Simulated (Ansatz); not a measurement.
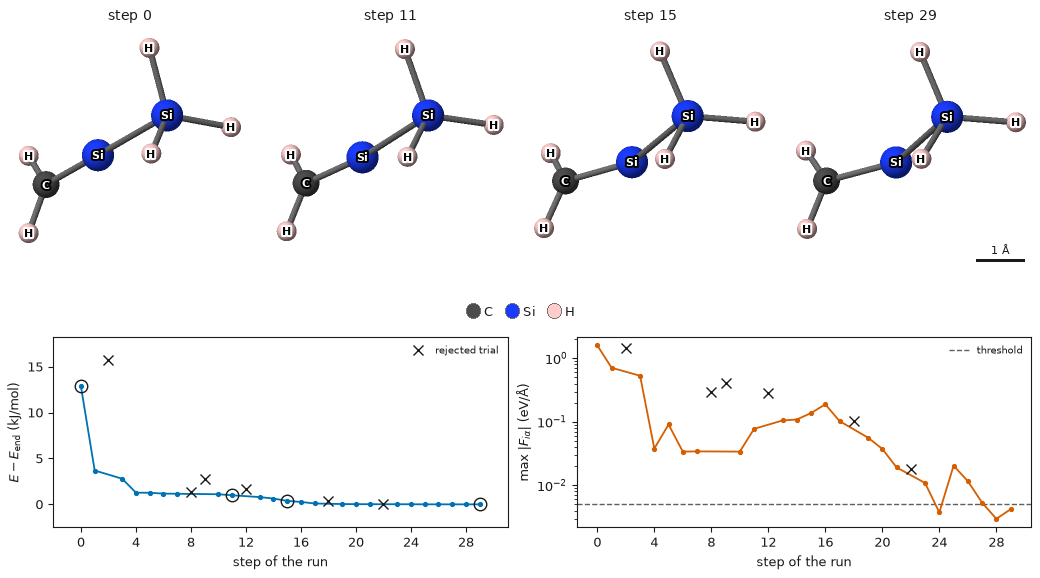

Frames of a relaxation of CH₅Si₂ (charge +1), marked on the history of the run. The picture is a ball-and-stick view, seen from a free direction.

Level of theory: RKS PBE0-D4/def2-TZVP in Ansatz. Set-up: force threshold 0.005 eV/Å; at most 200 steps.

What happens along the run?

A Si atom moves most after the best rigid fit: 0.52 Å. Largest moves by element: Si 0.52 Å, H 0.30 Å, C 0.17 Å. Some distances before and after: C–Si 1.747 → 1.687 Å, Si–Si 2.351 → 2.388 Å, H–Si 1.470 → 1.479 Å, C–H 1.084 → 1.091 Å. Among the angles between lasting bonds that change: C–Si–Si 179.5° → 146.6°, Si–Si–H 103.4° → 99.6°. After 23 accepted moves (29 points after the start) the energy has fallen by 12.9 kJ/mol. Largest force component: 1.6 eV/Å at the start, 0.0042 eV/Å at the end. The line search rejected the trial steps at points 2, 8, 9, 12, 18, 22 of the run. The forces were under the threshold at step 24, but the run went on from there. Cost: 73 s on 2 threads of Arm Neoverse V1, with other jobs on the host. From step 0 to 11: a Si atom moves most (0.15 Å), energy −11.9 kJ/mol. From step 11 to 15: a Si atom moves most (0.26 Å), energy −0.61 kJ/mol. From step 15 to 29: an H atom moves most (0.16 Å), energy −0.38 kJ/mol.

```
step  E − E(0), kJ/mol  largest force component, eV/Å      note
   0              0.00                         1.5954          
   1             -9.16                         0.7102          
   2              2.90                         1.4390  rejected
   3            -10.06                         0.5308          
   4            -11.58                         0.0379          
   5            -11.59                         0.0907          
   6            -11.68                         0.0339          
   7            -11.70                         0.0342          
   8            -11.47                         0.2994  rejected
   9            -10.10                         0.4053  rejected
  10            -11.75                         0.0340          
  11            -11.86                         0.0775          
  12            -11.22                         0.2887  rejected
  13            -12.06                         0.1050          
  14            -12.22                         0.1088          
  15            -12.47                         0.1376          
  16            -12.59                         0.1887          
  17            -12.76                         0.1025          
  18            -12.51                         0.1039  rejected
  19            -12.82                         0.0563          
  20            -12.83                         0.0374          
  21            -12.84                         0.0192          
  22            -12.83                         0.0183  rejected
  23            -12.84                         0.0109          
  24            -12.84                         0.0037          
  25            -12.85                         0.0204          
  26            -12.85                         0.0116          
  27            -12.85                         0.0053          
  28            -12.85                         0.0030          
  29            -12.85                         0.0042
```
